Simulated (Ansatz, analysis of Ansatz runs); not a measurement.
# SrCrF4 (I4/mcm): a line between two Cr sites for an added electron, part 2 of 3

Aim: the energy barrier that a trapped electron meets when it moves from one Cr atom to another one nearby in SrCrF4 (I4/mcm). The model is a cell of 48 host atoms.

Ansatz 0.2.0; plane-wave PAW DFT, PBEsol+U; relaxation of all atoms of a supercell at fixed charge in a uniform background; PAW set soft_1.

So far. Step 2 (The cell without the carrier): The largest displacement from an ideal site is 0.016 Å.

### Step 3. The electron on the first site

The nearest neighbour or neighbours of the site start displaced and the site's starting moment is changed by the carrier's spin, since a carrier doesn't trap itself in the undistorted lattice.

A.relax/input.yaml reads:

```yaml
crystal:
  lattice:
    - [5.66676904, 5.66676904, 0.0]
    - [-5.66676904, 5.66676904, 0.0]
    - [0.0, 0.0, 10.88164054]
  atoms:
    - { symbol: Sr, position: [2.7e-05, -0.000372, 0.750545] }
    - { symbol: Sr, position: [0.000327, 0.499613, 0.249968] }
    - { symbol: Sr, position: [0.500382, -0.000308, 0.250334] }
    - { symbol: Sr, position: [0.499853, 0.499594, 0.749821] }
    - { symbol: Sr, position: [0.00033, -0.000256, 0.250033] }
    - { symbol: Sr, position: [-4.4e-05, 0.4995, 0.750247] }
    - { symbol: Sr, position: [0.499801, -0.00052, 0.75004] }
    - { symbol: Sr, position: [0.500502, 0.49979, 0.250222] }
    - { symbol: Cr, position: [0.249202, 0.249628, 0.500073], spin: 4.0 }
    - { symbol: Cr, position: [0.250197, 0.74957, 0.000137], spin: 4.0 }
    - { symbol: Cr, position: [0.749299, 0.249608, -9.0e-06], spin: 4.0 }
    - { symbol: Cr, position: [0.751252, 0.749749, 0.500296], spin: 5.0 }
    - { symbol: Cr, position: [0.250663, 0.249632, 0.000251], spin: 4.0 }
    - { symbol: Cr, position: [0.249676, 0.749705, 0.500064], spin: 4.0 }
    - { symbol: Cr, position: [0.750373, 0.249126, 0.500262], spin: 4.0 }
    - { symbol: Cr, position: [0.750073, 0.749799, 0.00012], spin: 4.0 }
    - { symbol: F, position: [0.072314, 0.249484, 0.126865] }
    - { symbol: F, position: [0.070067, 0.749738, 0.625953] }
    - { symbol: F, position: [0.570766, 0.249272, 0.626023] }
    - { symbol: F, position: [0.571513, 0.749806, 0.126656] }
    - { symbol: F, position: [0.071016, 0.249651, 0.874458] }
    - { symbol: F, position: [0.070415, 0.749694, 0.374039] }
    - { symbol: F, position: [0.57207, 0.249802, 0.373623] }
    - { symbol: F, position: [0.570428, 0.749358, 0.874302] }
    - { symbol: F, position: [0.429516, 0.249753, 0.873901] }
    - { symbol: F, position: [0.42857, 0.749656, 0.373748] }
    - { symbol: F, position: [0.930299, 0.249893, 0.37456] }
    - { symbol: F, position: [0.929058, 0.74947, 0.873896] }
    - { symbol: F, position: [0.250408, 0.428777, 0.37391] }
    - { symbol: F, position: [0.249984, 0.929067, 0.874253] }
    - { symbol: F, position: [0.749786, 0.428358, 0.873529] }
    - { symbol: F, position: [0.750413, 0.94019, 0.366846] }
    - { symbol: F, position: [0.430489, 0.249601, 0.125949] }
    - { symbol: F, position: [0.428815, 0.749658, 0.626141] }
    - { symbol: F, position: [0.929278, 0.249324, 0.626545] }
    - { symbol: F, position: [0.929749, 0.749852, 0.125928] }
    - { symbol: F, position: [0.249709, 0.428915, 0.626108] }
    - { symbol: F, position: [0.250461, 0.928581, 0.12639] }
    - { symbol: F, position: [0.750571, 0.429182, 0.125795] }
    - { symbol: F, position: [0.750061, 0.939381, 0.634368] }
    - { symbol: F, position: [0.249681, 0.07037, 0.626153] }
    - { symbol: F, position: [0.250437, 0.57013, 0.126054] }
    - { symbol: F, position: [0.750501, 0.070895, 0.126423] }
    - { symbol: F, position: [0.750093, 0.559344, 0.633812] }
    - { symbol: F, position: [0.250317, 0.070532, 0.37397] }
    - { symbol: F, position: [0.249939, 0.570719, 0.873744] }
    - { symbol: F, position: [0.749669, 0.069909, 0.874279] }
    - { symbol: F, position: [0.750457, 0.56039, 0.366039] }
total_charge: -1
basis:
  ecutwfc: 420
  xc_grid: 2
hamiltonian:
  xc: pbesol
  hubbard:
    sites: [{ species: Cr, l: d, u_eff: 4.5 }]
    projectors: ortho-atomic
  pseudopotentials: { kind: paw, azcp: { folder: soft_1 }, xc_functional: pbe }
kpoints:
  mp_grid: { grid: [1, 1, 1] }
magnetization:
  spin_polarized: true
  initial_magnetization: 33
  spin_locking: { lock_magnetization: hard }
scf:
  occupations: { method: fermi_dirac, width: 0.01 }
  max_iter: 120
  lower_state_search: "off"
output:
  forces: true
relax:
  f_tol: 0.015
  max_steps: 70
  escape_saddle: false
checkpoint:
  write: "../A.relax.run"
  compress: false
  write_wavefunctions: true
  write_every: 100000
```

Started as:

```bash
$ ansatz run input.yaml --threads 4 --pin off --max-ram 9420MiB --backend cpu --events-out ev --progress --plain --runs-dir out
```

Numbers of over 12 decimals in the logs are rounded to 6 here.

The log of the run:

```text
[...]
Crystal: 48 atoms, lattice volume = 698.868 Å³
Basis set: ecut = 420 eV, 13653 PW (Γ), exchange–correlation on 108×108×150 points (8 copies of the dense FFT grid, shifted against one another)
Bands: 273, of which v1, the nominal top of the filled ones, is band 209 counted from 1 (208 counted from 0)
Symmetry: 1 space group operations
[...]
k-points: 1
[...]
Starting moments: Σ|m| = 33 μB on 8 of 48 sites
[...]
SCF iter   1: F=—  HF=-80426.932653 eV  |F-HF|=—  |Δ(HF+E_count)|=         —  Δρ=1.05e-1 (↑1.05e-1 ↓9.01e-2)  dr2=2.24e2  dr2_m=2.51e0  M=33.000 μB ∫|m|=37.853 μB  β_m=0.30  ethr=3.10e-3  ⟨swp⟩=10.5  Hψ=3040  notcnv=0  defer=13
[...]
SCF iter  19: F=-80383.636939 eV  HF=-80383.636940 eV  |F-HF|=1.18e-6  |Δ(HF+E_count)|=   4.79e-7  Δρ=1.58e-5 (↑1.58e-5 ↓2.98e-6)  dr2=2.43e-6  dr2_m=3.59e-7  M=33.000 μB ∫|m|=33.934 μB  ethr=1.35e-9  ⟨swp⟩=2.0  Hψ=1495  notcnv=0
SCF 1 converged in 19 iterations: F = -80383.636939 eV  dr2 = 2.43e-6
[...]
relax step   1: F+E_penalty+E_count = -80383.63693865 eV  Δ(F+E_penalty+E_count) = +0.000e0 eV  max|allowed force component| = 1.444e-1 eV/Å  Δτ_max = 0.0000 Å  (19 SCF iters, dr2 threshold 5.63e-6 eV, accepted)
[...]
relax step   2: F+E_penalty+E_count = -80383.69411019 eV  Δ(F+E_penalty+E_count) = -5.717e-2 eV  max|allowed force component| = 2.150e-1 eV/Å  Δτ_max = 0.0468 Å  (12 SCF iters, dr2 threshold 1.30e-6 eV, accepted)
relax step   3: F+E_penalty+E_count = -80383.74300235 eV  Δ(F+E_penalty+E_count) = -4.889e-2 eV  max|allowed force component| = 1.598e-1 eV/Å  Δτ_max = 0.0420 Å  (10 SCF iters, dr2 threshold 2.89e-6 eV, accepted)
relax step   4: F+E_penalty+E_count = -80383.67529166 eV  Δ(F+E_penalty+E_count) = +6.771e-2 eV  max|allowed force component| = 3.987e-1 eV/Å  Δτ_max = 0.1237 Å  (7 SCF iters, dr2 threshold 1.41e-5 eV, rejected (line search))
relax step   5: F+E_penalty+E_count = -80383.79283685 eV  Δ(F+E_penalty+E_count) = -4.983e-2 eV  max|allowed force component| = 1.222e-1 eV/Å  Δτ_max = 0.0491 Å  (10 SCF iters, accepted)
relax step   6: F+E_penalty+E_count = -80383.79765255 eV  Δ(F+E_penalty+E_count) = -4.816e-3 eV  max|allowed force component| = 8.243e-2 eV/Å  Δτ_max = 0.0257 Å  (6 SCF iters, dr2 threshold 8.24e-6 eV, accepted)
relax step   7: F+E_penalty+E_count = -80383.80551559 eV  Δ(F+E_penalty+E_count) = -7.863e-3 eV  max|allowed force component| = 5.596e-2 eV/Å  Δτ_max = 0.0248 Å  (6 SCF iters, dr2 threshold 3.09e-6 eV, accepted)
relax step   8: F+E_penalty+E_count = -80383.80763360 eV  Δ(F+E_penalty+E_count) = -2.118e-3 eV  max|allowed force component| = 1.480e-2 eV/Å  Δτ_max = 0.0082 Å  (4 SCF iters, dr2 threshold 1.43e-6 eV, accepted)
[...]
SCF iter   4: F=-80383.807635 eV  HF=-80383.807635 eV  |F-HF|=3.84e-8  |Δ(HF+E_count)|=   1.64e-7  Δρ=2.44e-6 (↑2.44e-6 ↓1.10e-6)  dr2=1.80e-8  dr2_m=7.93e-9  M=33.000 μB ∫|m|=33.867 μB  ethr=2.40e-11  ⟨swp⟩=3.5  Hψ=1491  notcnv=0
SCF 9 converged in 4 iterations: F = -80383.807635 eV  dr2 = 1.80e-8
relax step   9: F+E_penalty+E_count = -80383.80763455 eV  Δ(F+E_penalty+E_count) = -9.517e-7 eV  max|allowed force component| = 1.472e-2 eV/Å  Δτ_max = 0.0000 Å  (4 SCF iters, accepted)
NSCF: frozen V_eff on 1 k-points
[...]
SCF converged after 4 iterations
Magnetization: 33.0000 μB (225.0000 up, 192.0000 down)
Absolute magnetization: 33.9108 μB (∫|ρ↑−ρ↓|, with the PAW one-centre terms)
[...]
Per-site moments (μB) at R_I (Å): [(0.00154501, 0.976610), (0.00154569, 0.976778), (0.00156339, 0.976523), [... 45 left out ...]
Free energy (F): -80383.807635 eV
[...]
Internal energy: -80383.807635 eV  (E = F + TS)
E sigma→0 (E₀):  -80383.807635 eV
Fermi energy:    9.027730 (↑ 9.049024, ↓ 6.347200) eV
[...]
--- Forces (eV/Å), atoms counted from 1 ---
  atom   1  Sr    -0.00509842    -0.00110265    -0.00030168
  atom   2  Sr     0.00007780    -0.00271490     0.00257088
  atom   3  Sr     0.00205309     0.00244105     0.00601571
  [... 3 atoms left out ...]
  atom   7  Sr    -0.00020956     0.00191272    -0.00344839
  [... 4 atoms left out ...]
  atom  12  Cr     0.00099522     0.00028649     0.00023781
  [... 1 atom left out ...]
  atom  14  Cr    -0.00296845    -0.00342537    -0.00054847
  [... 11 atoms left out ...]
  atom  26  F      0.00606106     0.00848752    -0.00111717
  [... 5 atoms left out ...]
  atom  32  F     -0.00282822     0.00348041     0.00621335
  [... 1 atom left out ...]
  atom  34  F      0.00815937     0.00623464     0.00013598
  [... 5 atoms left out ...]
  atom  40  F     -0.00089601    -0.00059316    -0.00903490
  [... 3 atoms left out ...]
  atom  44  F      0.00282504    -0.00446322    -0.00728677
  [... 3 atoms left out ...]
  atom  48  F     -0.00036030     0.00123995     0.00831426
  max |Σ_I F_I| component: 1.62e-5 eV/Å
--- Band table (eV) ---
[...]
Occupation matrices written to <dir>
--- Relaxed structure (9 steps of the walk, 8 accepted, 0 SCFs on fresh bases) ---
  F+E_penalty+E_count = -80383.80763455 eV   max|allowed force component| = 1.472e-2 eV/Å
  atoms:
    - { symbol: Sr, position: [-0.001339, -0.000164, 0.748198] }
    - { symbol: Sr, position: [-0.001348, 0.499405, 0.252058] }
    - { symbol: Sr, position: [0.501772, 0.000308, 0.252043] }
    [... 3 atoms left out ...]
    - { symbol: Sr, position: [0.501732, -0.000121, 0.748233] }
    [... 4 atoms left out ...]
    - { symbol: Cr, position: [0.750036, 0.749639, 0.500100] }
    [... 1 atom left out ...]
    - { symbol: Cr, position: [0.250259, 0.749653, 0.500135] }
    [... 11 atoms left out ...]
    - { symbol: F, position: [0.423531, 0.749791, 0.370438] }
    [... 5 atoms left out ...]
    - { symbol: F, position: [0.750183, 0.957443, 0.365455] }
    [... 1 atom left out ...]
    - { symbol: F, position: [0.423422, 0.749500, 0.629910] }
    [... 5 atoms left out ...]
    - { symbol: F, position: [0.750187, 0.955322, 0.635168] }
    [... 3 atoms left out ...]
    - { symbol: F, position: [0.750214, 0.542055, 0.634941] }
    [... 3 atoms left out ...]
    - { symbol: F, position: [0.750169, 0.543797, 0.365176] }
```

Wall time 56 s (4 threads of Intel Xeon at 2.60GHz (Ice Lake), shared host); peak memory 1.4 GiB.

Step by step:

```csv
step,energy less that of the first step (eV),largest force component (eV/Å)
1,0.0000,0.1444
2,-0.0572,0.2150
3,-0.1061,0.1598
4,-0.0384,0.3987
5,-0.1559,0.1222
6,-0.1607,0.0824
7,-0.1686,0.0560
8,-0.1707,0.0148
9,-0.1707,0.0147
```

Relaxation step 4 was tried and not accepted.

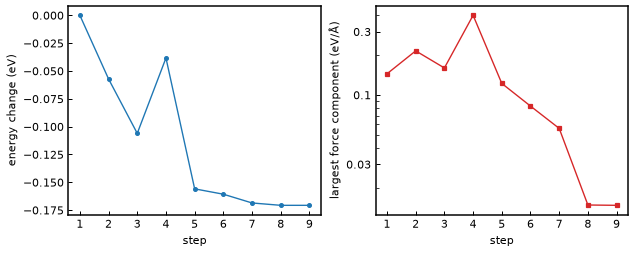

Energy and largest force along the relaxation.

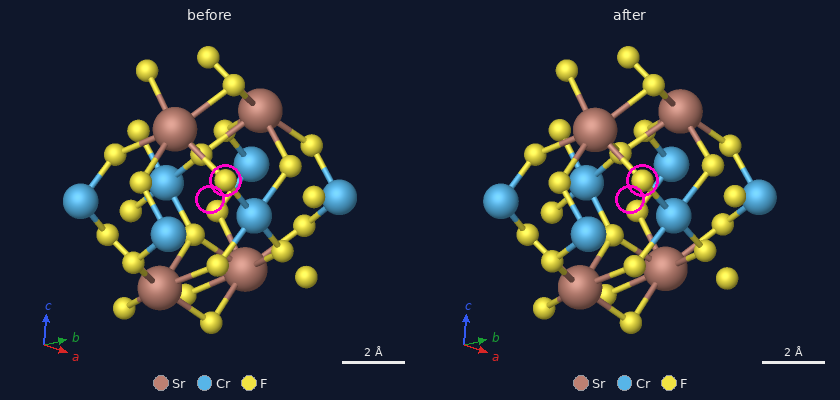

Before and after: the atoms that start within 5 Å of the centre. F44, which moves most, is ringed if it is among them. A ring with no atom in it marks the empty centre. Bonds to atoms that aren't drawn are left out.

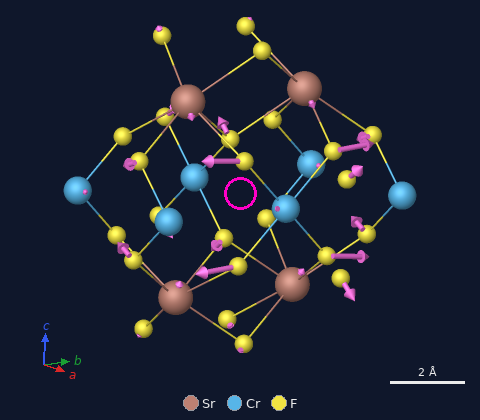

Displacements in the relaxation near the centre, exaggerated; the longest in the cell stands for 0.14 Å. A ring marks the centre wherever it is empty. Bonds to atoms that aren't drawn are left out.

The atoms that moved most (Å):

```csv
atom,dx,dy,dz,length
F44,0.099,-0.097,0.012,0.139
F32,-0.099,0.096,-0.015,0.139
F48,0.092,-0.096,-0.009,0.133
F40,-0.090,0.091,0.009,0.128
F18,0.041,0.038,0.043,0.070
F23,-0.046,-0.042,0.027,0.068
F22,0.037,0.038,-0.040,0.067
F35,0.039,0.037,-0.027,0.061
```

The moves above count from the input, in which the site's nearest neighbours were already displaced; the distances below compare with the cell without the carrier.

Distances from Cr12 without and with the electron:

```csv
atom,without (Å),with (Å)
F48,1.99,2.21
F40,1.99,2.21
F32,1.99,2.22
F44,1.99,2.22
```

The largest changes of the moments are 0.73 μB on Cr12, 0.05 μB on Cr15 and 0.01 μB on F44. The largest part sits on the chosen site.

### Step 4. The electron on the second site

The same start is made on the second site, to get the end of the hop.

B.relax/input.yaml reads:

```yaml
crystal:
  lattice:
    - [5.66676904, 5.66676904, 0.0]
    - [-5.66676904, 5.66676904, 0.0]
    - [0.0, 0.0, 10.88164054]
  atoms:
    - { symbol: Sr, position: [2.7e-05, -0.000372, 0.750545] }
    - { symbol: Sr, position: [0.000327, 0.499613, 0.249968] }
[... 9 atom lines left out ...]
    - { symbol: Cr, position: [0.751252, 0.749749, 0.500296], spin: 4.0 }
[... 1 atom line left out ...]
    - { symbol: Cr, position: [0.249676, 0.749705, 0.500064], spin: 5.0 }
[... 11 atom lines left out ...]
    - { symbol: F, position: [0.439334, 0.749656, 0.366028] }
[... 5 atom lines left out ...]
    - { symbol: F, position: [0.750413, 0.929426, 0.374566] }
[... 1 atom line left out ...]
    - { symbol: F, position: [0.439579, 0.749658, 0.63386] }
[... 5 atom lines left out ...]
    - { symbol: F, position: [0.750061, 0.928617, 0.626649] }
[... 7 atom lines left out ...]
    - { symbol: F, position: [0.750457, 0.571155, 0.373759] }
total_charge: -1
basis:
  ecutwfc: 420
  xc_grid: 2
hamiltonian:
  xc: pbesol
  hubbard:
    sites: [{ species: Cr, l: d, u_eff: 4.5 }]
    projectors: ortho-atomic
  pseudopotentials: { kind: paw, azcp: { folder: soft_1 }, xc_functional: pbe }
kpoints:
  mp_grid: { grid: [1, 1, 1] }
magnetization:
  spin_polarized: true
  initial_magnetization: 33
  spin_locking: { lock_magnetization: hard }
scf:
  occupations: { method: fermi_dirac, width: 0.01 }
  max_iter: 120
  lower_state_search: "off"
output:
  forces: true
relax:
  f_tol: 0.015
  max_steps: 70
  escape_saddle: false
checkpoint:
  write: "../B.relax.run"
  compress: false
  write_wavefunctions: true
  write_every: 100000
```

The log of the run:

```text
[...]
Crystal: 48 atoms, lattice volume = 698.868 Å³
Basis set: ecut = 420 eV, 13653 PW (Γ), exchange–correlation on 108×108×150 points (8 copies of the dense FFT grid, shifted against one another)
Bands: 273, of which v1, the nominal top of the filled ones, is band 209 counted from 1 (208 counted from 0)
Symmetry: 1 space group operations
[...]
k-points: 1
[...]
Starting moments: Σ|m| = 33 μB on 8 of 48 sites
[...]
SCF iter   1: F=—  HF=-80426.932649 eV  |F-HF|=—  |Δ(HF+E_count)|=         —  Δρ=1.05e-1 (↑1.05e-1 ↓9.01e-2)  dr2=2.24e2  dr2_m=2.51e0  M=33.000 μB ∫|m|=37.854 μB  β_m=0.30  ethr=3.10e-3  ⟨swp⟩=10.5  Hψ=3042  notcnv=0  defer=13
[...]
F+E_penalty+E_count = -80383.80790795 eV   max|allowed force component| = 4.101e-3 eV/Å
  atoms:
    - { symbol: Sr, position: [-0.000359, -0.002026, 0.748121] }
    - { symbol: Sr, position: [-0.000194, 0.501270, 0.252139] }
    - { symbol: Sr, position: [0.500738, -0.001989, 0.252135] }
    [... 3 atoms left out ...]
    - { symbol: Sr, position: [0.500574, -0.002004, 0.748162] }
    [... 4 atoms left out ...]
    - { symbol: Cr, position: [0.750310, 0.749632, 0.500113] }
    [... 1 atom left out ...]
    - { symbol: Cr, position: [0.250196, 0.749672, 0.500118] }
    [... 11 atoms left out ...]
    - { symbol: F, position: [0.457574, 0.749654, 0.365601] }
    [... 5 atoms left out ...]
    - { symbol: F, position: [0.750370, 0.935632, 0.376159] }
    [... 1 atom left out ...]
    - { symbol: F, position: [0.456699, 0.749612, 0.634952] }
    [... 5 atoms left out ...]
    - { symbol: F, position: [0.749958, 0.935615, 0.624072] }
    [... 3 atoms left out ...]
    - { symbol: F, position: [0.749968, 0.563652, 0.624079] }
    [... 3 atoms left out ...]
    - { symbol: F, position: [0.750370, 0.563610, 0.376181] }
[key lines of the parts left out:]
SCF converged after 5 iterations
Magnetization: 33.0000 μB (225.0000 up, 192.0000 down)
Free energy (F): -80383.807908 eV
Fermi energy:    9.027024 (↑ 9.046113, ↓ 6.346575) eV
```

Wall time 56 s (4 threads); peak memory 1.4 GiB; 3.5 min of CPU time.

Distances from Cr14 without and with the electron:

```csv
atom,without (Å),with (Å)
F34,1.99,2.21
F22,1.99,2.21
F26,1.99,2.21
F18,1.99,2.22
```

The largest changes of the moments are 0.74 μB on Cr14, 0.05 μB on Cr12 and 0.01 μB on F26. The largest part sits on the chosen site.

[end of part 2 of 3]

[Logs are printed without paths, hosts, clocks, repeated set-up lines and the standing remarks that a program may print on its own settings, such as how far it seeks lower states.]

[Hosts, paths, dates, database ids (printed as entryN), source tags and the programs' standing remarks are cut or masked in the printed files.]
